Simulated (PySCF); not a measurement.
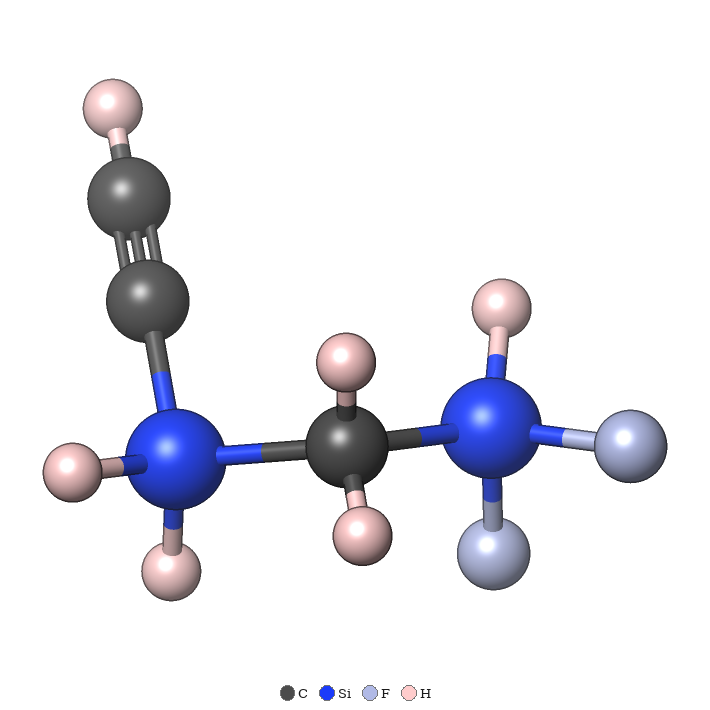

Ball-and-stick drawing of a structure. Double and triple bonds are drawn as two and three sticks.

The geometry was computed by an optimisation with GFN2-xTB. No frequency run is at hand to confirm it as a minimum.

Description:

Formula C3H6F2Si2. As SMILES it reads `C#C[SiH2]C[SiH](F)F`. It has no ring. Among its groups: alkyne, Si–H bond. This geometry has C1 symmetry. Coordination: 2 C linear; 2 Si tetrahedral; 1 C tetrahedral.

More results for the same structure follow; atom numbers are the same in all pictures, views and colours differ.

### Dipole moment

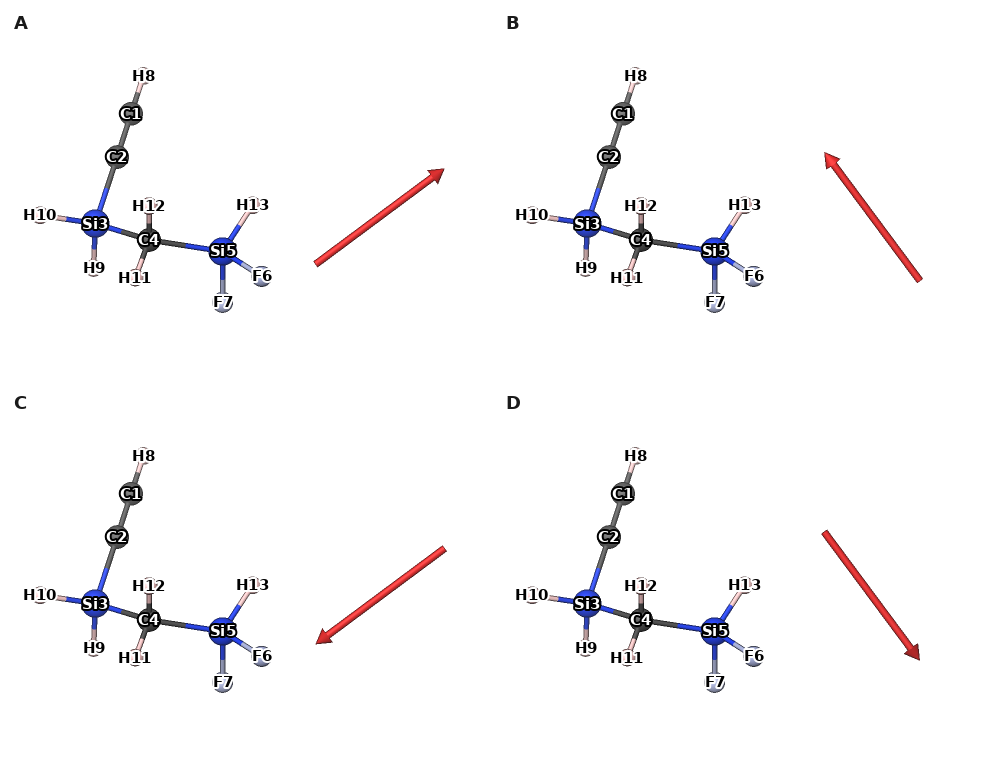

The same molecule four times, each with an arrow. No frequency run is at hand to confirm it as a minimum. Level of theory: ωB97X-D/def2-SVPD, gas phase (PySCF 2.14.0).

**Which arrow points along the dipole moment, from the negative to the positive end?**

B. The dipole moment is 2.66 D; it points from the side of F6, F7 to the side of H8 (the outermost atoms at the two ends).

### Polarisability

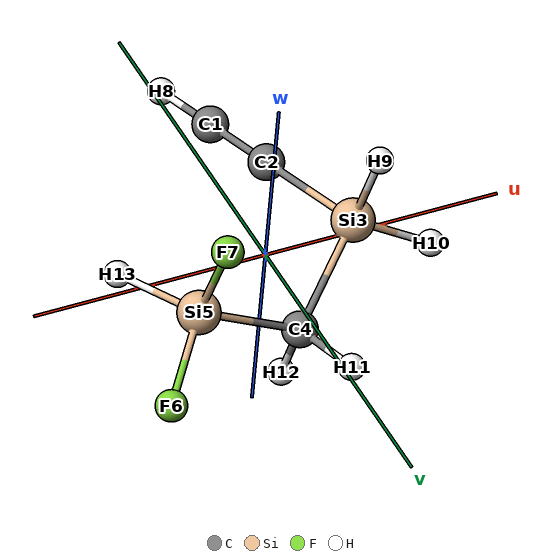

The lines u, v and w are the principal axes of the static dipole polarisability. No frequency run is at hand to confirm it as a minimum. Computed with ωB97X-D/def2-SVPD (PySCF 2.14.0).

**Along which axis is the molecule most polarisable, and along which least?**

Most along v, least along w.

**Give the three principal values.**

u 81.7, v 94.6, w 67.3 bohr³; mean 81.2, anisotropy 23.6 bohr³.

### Excitation

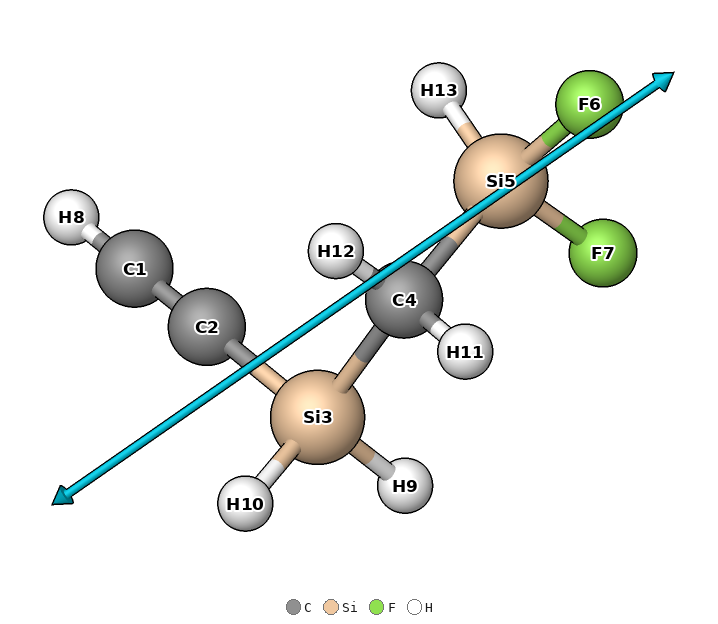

The double arrow shows the direction of the transition dipole to excited singlet state 7 (its length means nothing). No frequency run is at hand to confirm it as a minimum. Level of theory: TDDFT ωB97X-D/def2-SVPD, vertical, gas phase, core orbitals frozen in the response (PySCF 2.14.0).

**How is the transition polarised?**

Close to the long direction C1···F6.

**Give its energy, strength and character.**

8.34 eV (149 nm), oscillator strength 0.10, of mixed character, with the largest part HOMO−2 → LUMO+1 (weight 0.38); transition dipole 1.80 D.

The geometry is semi-empirical. Around Si such bond lengths and angles can be off by a tenth of an ångström or more and by several degrees, and values that hang on the shape move with them.
